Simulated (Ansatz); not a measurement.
**C5H7NSe (SMILES Cc1c[se]nc1C): density, localisation and related maps**

```xyz
14

C    -1.3943   -0.2306    1.7339
C    -1.0109   -0.4807    0.3031
C    -1.8854   -0.5757   -0.7444
C     0.3695   -0.6520   -0.1235
C     1.5185   -0.5898    0.8447
N     0.6159   -0.8668   -1.3923
Se   -0.9563   -0.8917   -2.3301
H    -2.4827   -0.1271    1.8465
H    -0.9249    0.6900    2.1197
H    -1.0629   -1.0548    2.3877
H    -2.9709   -0.4853   -0.6965
H     1.5530    0.3873    1.3548
H     2.4646   -0.7457    0.3111
H     1.4184   -1.3602    1.6272
```

Geometry: B3LYP-D3(BJ)/def2-SVP.

These are results of Ansatz, isolated molecule in a Gaussian basis; Kohn-Sham density functional theory, functional PBE0, not measurements.

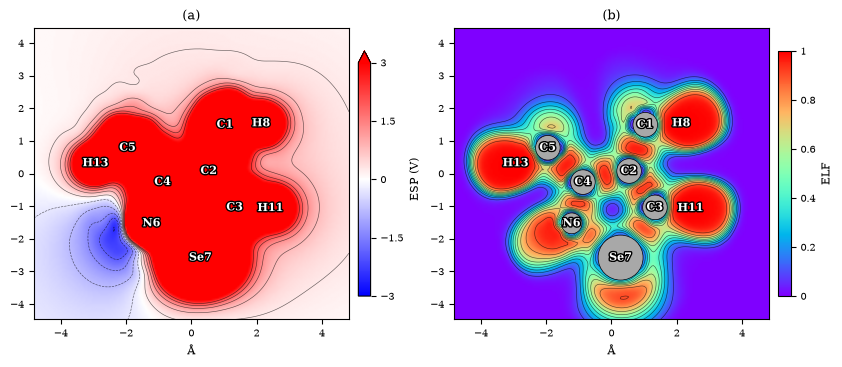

Figure 1. (a) molecular electrostatic potential; (b) electron localisation function on the plane of atoms C2, C1 and H8. Grey discs cover the atomic cores in the ELF map.

Q: Interpret the plot.

A: Atoms in the plane: C, N, Se and H. C–N (1.31 Å): the ELF peaks at about 0.90 between the atoms: localised, covalent bonding. C–C (1.37 Å): the ELF peaks at about 0.95 between the atoms (a covalent bond). Se–N (1.83 Å): the ELF peaks at about 0.85 between the atoms (a covalent bond). C–Se (1.86 Å): the ELF peaks at about 0.90 between the atoms; localised, covalent bonding. C–H (1.09 Å): the ELF climbs to about 1 towards the hydrogen, as it does in any bond to H; an ordinary covalent bond to hydrogen. The ELF also peaks beside Se7 and N6, away from the bonds: lone-pair regions. Outside the dense part of the molecule the potential is most negative (−2.4 V) near N6.

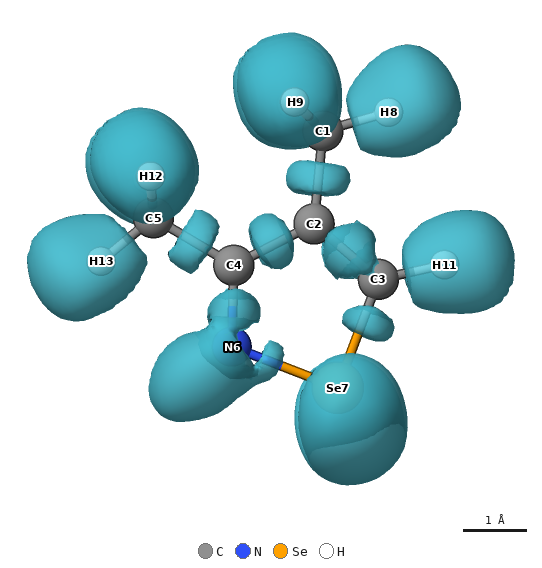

Figure 2. Isosurface of the ELF at 0.75 (cyan), seen across its widest extent. Only the valence region is drawn (cores and ρ < 0.01 e/Å³ removed).

Q: What do the ELF domains correspond to?

A: The ELF exceeds this value in four regions between bonded C–C atoms (shared pairs), one region between bonded C–Se atoms (shared pairs), seven regions around hydrogen nuclei, one region on N in which the atom's valence shell and bonds are merged and one region wrapped around Se (its valence shell).

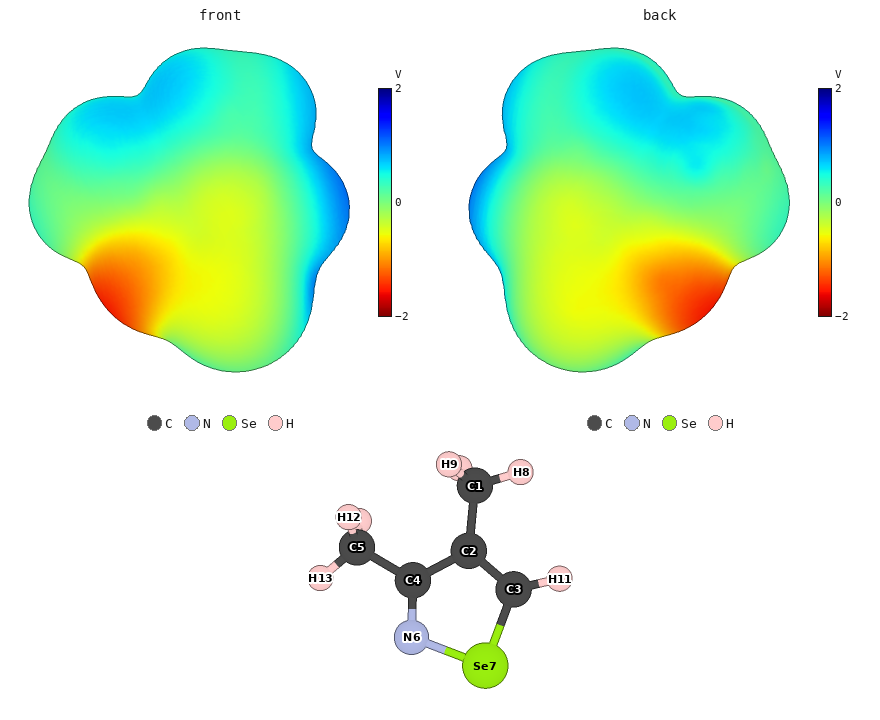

Figure 3. The molecular electrostatic potential painted on the density surface at 0.001 e/bohr³, seen from the front and from behind; the colour scale runs from red (negative) to blue (positive). The bare structure is drawn below in the same view.

Q: Describe the electrostatic potential map.

A: The most negative region (about −1.5 V) lies over N6, the most positive (about +1.0 V) over H11. N6 is the likeliest acceptor of a hydrogen bond.

Q: How polar is the molecule by this calculation?

A: Its dipole moment is 2.69 D.
